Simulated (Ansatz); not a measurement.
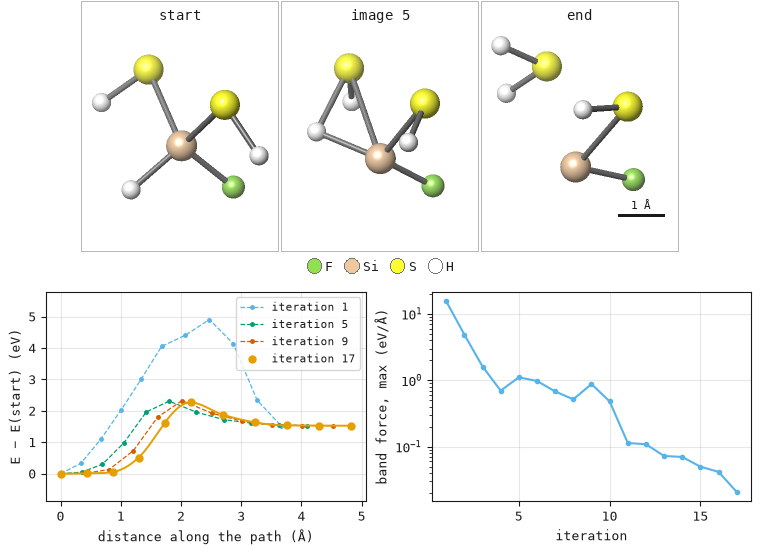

A nudged-elastic-band calculation for SiH3S2F. Images are numbered from 0 (start) to 10 (end). The plot follows the band through its iterations. The picture is a ball-and-stick view, seen from a free direction.

Level of theory: RKS PBE/def2-SVPD in Ansatz 0.2.0. Set-up: 9 movable images; climbing image; force threshold 0.03 eV/Å; iteration limit 60; starting path through a guess of the saddle point.

**How did the profile develop, and is the result final?**

The result is final at these settings. The band converged in 17 iterations. The largest component of the band force went from 16 to 0.021 eV/Å. The climbing image converged on the top of the path. Its vibrational analysis gives one imaginary mode (791i cm⁻¹), as a transition state must have. The first iteration put the highest image at 4.91 eV. The energy climbs by 2.27 eV to image 5 and then falls by 0.74 eV, so the end point sits at +1.53 eV.

Cost: 5.7 min on 2 threads of Arm Neoverse V1 (shared host), peak memory 0.17 GiB.
